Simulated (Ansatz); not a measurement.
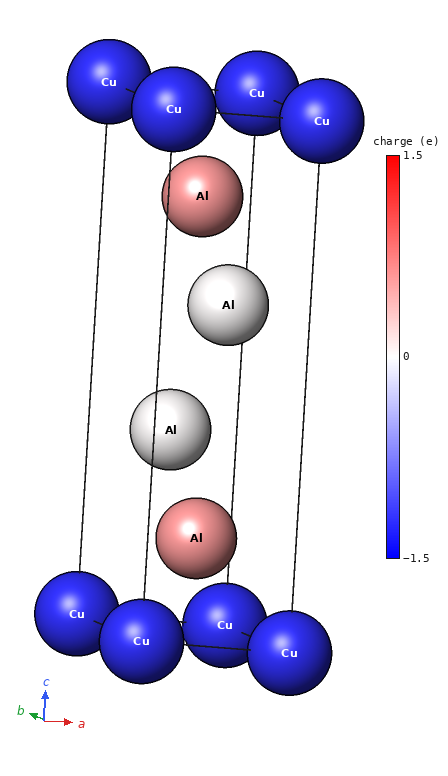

The figure gives a spheres-only picture of the atoms, viewed slightly off an axis. One cell (the run's own, in a reduced setting) is framed, with atoms on its boundary repeated. The atoms of this Al4Cu cell are coloured by their Bader charge.

Computational set-up: DFT r2SCAN, scalar-relativistic, plane waves, PAW (Ansatz), a basis cut at 500 eV, k-points about 0.17 Å⁻¹ apart, Gaussian smearing of 0.1 eV, no spin polarisation.

Which element is the most positive, and which the most negative?

Answer. Most positive: Al; most negative: Cu. Charges: about Al 0.0 to +0.6 e; Cu -1.2 e.

The initial geometry was a structure type filled with these elements by a generator (whether the compound takes this form wasn't checked). Earlier steps of the study may have refined or changed the cell and positions. A calculation with Ansatz used it as input.
